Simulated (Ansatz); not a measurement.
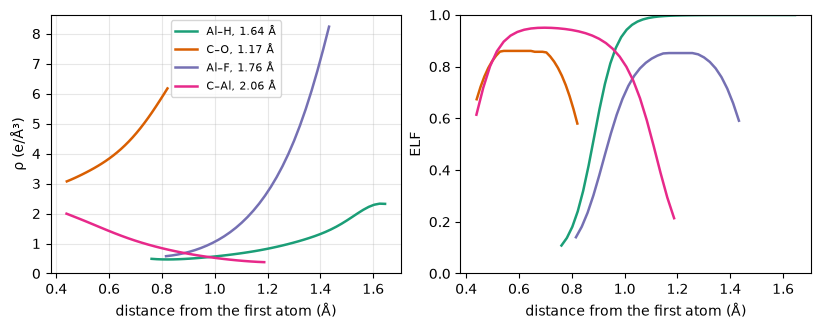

*CHAlFO (SMILES O=[C-][AlH][F]) (charge −1). Total electron density and electron localisation function along straight lines between neighbouring atoms. The curves leave out the atomic cores.*

Geometry: B3LYP-D3(BJ)/def2-SVPD; the highest occupied orbital lies above zero, a sign that basis and functional describe the outermost electron poorly.

Theory: isolated molecule in a Gaussian basis; Kohn-Sham density functional theory, functional PBE0 in Ansatz 0.2.0.

```xyz
5

C    -1.7580    1.0854   -2.4120
Al   -0.1664    1.3388   -1.1213
F     0.1955   -0.2724   -0.5030
O    -2.8544    1.3072   -2.7642
H     0.9622    1.6541   -2.2756
```

### What can be read from the curves?

Al–H (1.64 Å): ρ at the midpoint is about 0.47 e/Å³; the ELF climbs to about 1 towards the hydrogen.
C–O (1.17 Å): ρ is about 3.7 e/Å³ halfway; the ELF peaks at about 0.85 between the atoms; a short, multiple covalent bond.
Al–F (1.76 Å): the density is about 0.67 e/Å³ at the midpoint; the ELF peaks at about 0.85 in the valence shell of F, 0.6 Å from its nucleus, and is about 0.30 at the midpoint.
C–Al (2.06 Å): ρ at the midpoint is about 0.49 e/Å³; the ELF peaks at about 0.95 in the valence shell of C, 0.7 Å from its nucleus, and is about 0.75 at the midpoint.
